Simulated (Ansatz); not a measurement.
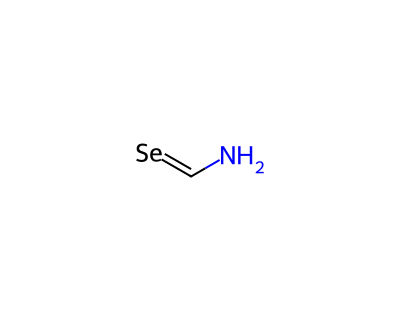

**Write the SMILES.**

NC=[Se]

**What is the molecular formula?**

CH3NSe.

**An optimisation with PBE0-D4/def2-TZVP gave a structure of which point group?**

Cs.

More results for the same structure follow; atom numbers are the same in all pictures, views and colours differ. The geometry was computed by an optimisation with PBE0-D4/def2-TZVP.

Shape

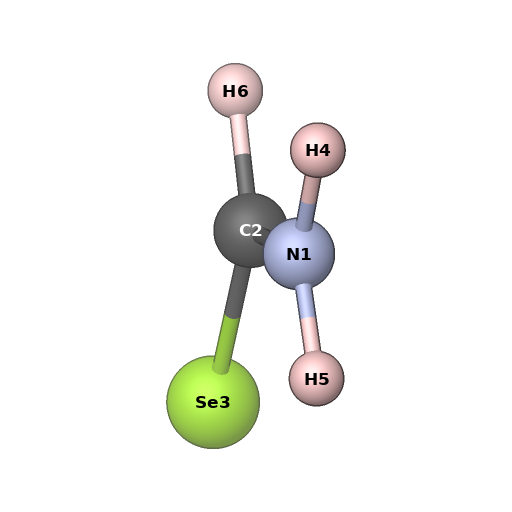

C2 lies behind N1. The molecule seen a little off the N1–C2 bond, N1 in front. Atoms fade into the background with distance from the viewer.

**What is the torsion angle H4–N1–C2–Se3? The sign is positive where the front bond must turn clockwise to cover the back bond.**

180°, antiperiplanar (anti).

Electronic properties

Method: RKS B3LYP-D4/def2-TZVPP (Ansatz 0.2.0).

Computed properties:

- dipole moment: 4.57 D
- HOMO energy (Kohn–Sham orbital): −5.68 eV
- LUMO energy (Kohn–Sham orbital): −1.45 eV
- HOMO–LUMO gap: 4.23 eV
- vertical ionisation energy: 8.25 eV

Thermal motion

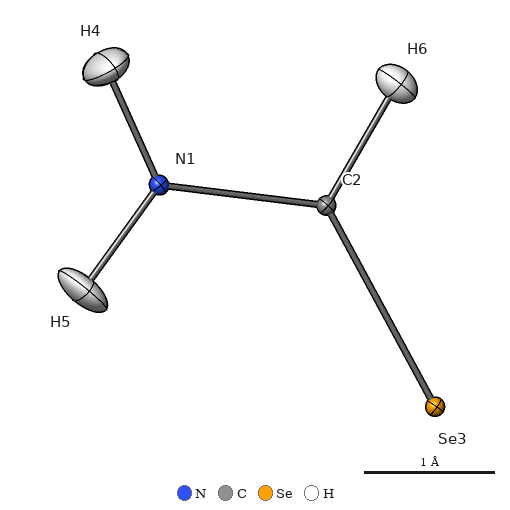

Displacement ellipsoids at the 50 % level, from the internal vibrations of the free molecule (harmonic, no overall translation or rotation; no half-axis is drawn under 0.075 Å). Vibrations computed with RKS PBE0-D4/def2-TZVP (Ansatz 0.2.0). Temperature: 400 K.

**Which atom has the largest mean-square displacement?**

H4, with U_eq = 0.0251 Å².

**Does H4 move more along its bond or across it?**

Across it: the root-mean-square amplitude is 0.082 Å along the bond and up to 0.231 Å across, since bending and torsion are softer than stretching.

Give the displacement parameters, one line for each set of equivalent atoms.

| atom | U_eq (Å²) | rms amplitudes (Å) |
| --- | --- | --- |
| N1 | 0.0013 | 0.018, 0.029, 0.052 |
| C2 | 0.0014 | 0.030, 0.036, 0.046 |
| Se3 | 0.00007 | 0.002, 0.004, 0.013 |
| H4 | 0.0251 | 0.081, 0.124, 0.231 |
| H5 | 0.0183 | 0.068, 0.153, 0.164 |
| H6 | 0.0111 | 0.083, 0.114, 0.117 |

Vibrations

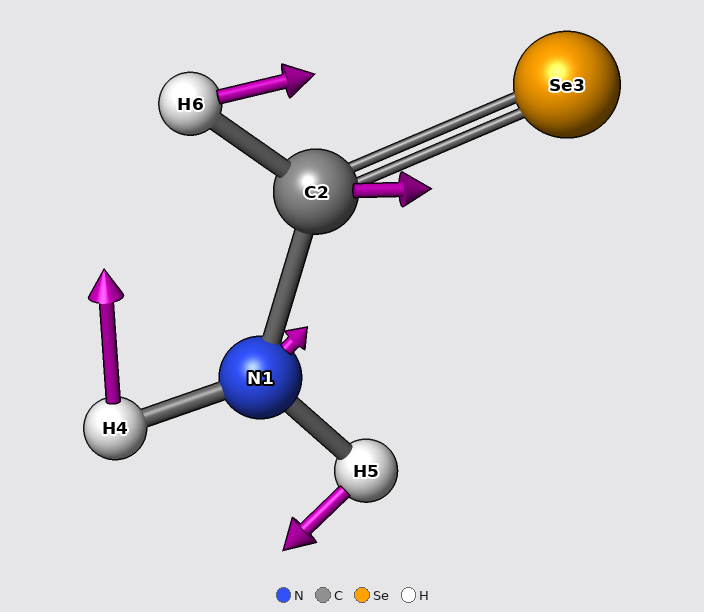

The arrows show one normal mode. Harmonic vibrations computed with RKS PBE0-D4/def2-TZVP (Ansatz 0.2.0) at a stationary point of the same level.

**Estimate its harmonic wavenumber.**

747 cm⁻¹; it is mode 4 of 12 counted from the lowest.
